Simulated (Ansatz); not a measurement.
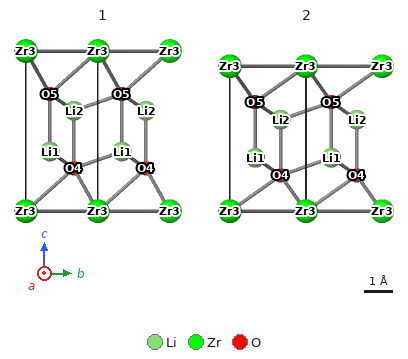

Two geometries of a crystal of Li$_{2}$ZrO$_{2}$ (a generated structure, set up in P-3m1) (coarse preliminary run), drawn at one scale. One is the start of a relaxation, the other its converged end. A ball-and-stick model of the cell of the calculation, repeated 1 × 2 × 1 with one cell outlined, seen along the a axis.

The calculation used Ansatz, DFT PBE, scalar-relativistic, plane waves, PAW. (plane-wave cutoff 420 eV; k-point mesh 6 × 6 × 4; occupations gaussian; smearing width 0.1 eV; no spin polarisation; cell and atoms relaxed; force threshold 0.04 eV/Å; at most 70 steps)

> Which one is relaxed?

Structure 1 is the relaxed one. The largest moves relative to the cell, 0.12 Å, are those of O4 and O5. O4 goes along +c. By element the largest moves are O 0.12 Å, Li 0.02 Å. Zr stays in place. The drawn cell changes as follows: a = b 3.251 → 3.074 Å (−5.4 %), c 5.361 → 5.922 Å (+10.5 %); the volume changes by −1.2 %. Among the contacts that change: Zr3–Zr3 3.251 → 3.074 Å, Li1–Zr3 2.725 → 2.833 Å, Li1–O4 1.986 → 1.880 Å, Zr3–O4 2.298 → 2.381 Å. The space group stays P-3m1 (No. 164). After 6 accepted moves (8 points after the start) the energy has fallen by 118 meV per atom. Largest force component: 1.4 eV/Å at the start, 0.0053 eV/Å at the end. The pressure goes from 2.19 to 0.06 GPa. At 2 points the geometry stayed and the basis and grid were re-selected for the new cell (energy shift of 2.9 meV per atom at most each time).
